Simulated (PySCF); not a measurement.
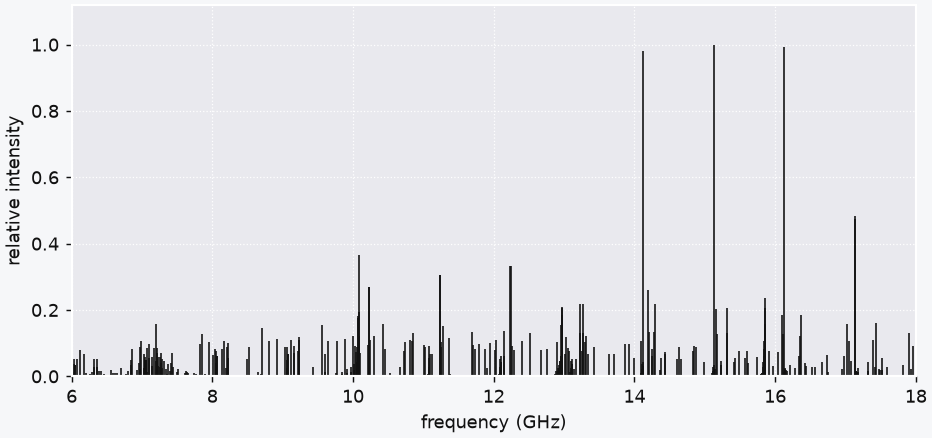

Simulated rotational absorption lines between 6 and 18 GHz at 1.5 K: rigid rotor with the equilibrium constants and dipole of one optimised conformer (PBE0-D3(BJ)/def2-SVP, PySCF 2.14.0), commonest isotopes; no centrifugal distortion, hyperfine structure, internal rotation or nuclear-spin weights; lines within 1 MHz of each other are summed.

**Which molecule gives this spectrum?**
A. C₇H₅F₃O, SMILES FC1=C(C(F)F)[C@@H]2C=C[C@H]1O2
B. C₉H₇F₃O, SMILES FC(F)(F)[C@@H]1Cc2ccccc2O1
C. C₁₀H₇F₃O, SMILES O=C(/C=C/c1ccccc1)C(F)(F)F
D. C₈H₁₉ClS₂Si (HSiCl(SBu)2), SMILES CCCCS[SiH](Cl)SCCCC

Option B. Rotational constants A, B, C = 1.945, 0.5274, 0.4787 GHz, |μa|, |μb|, |μc| = 1.14, 1.54, 1.15 D.

Note: coarse grid, loose stop and no frequency check, small forces are noise and the end may be a saddle.
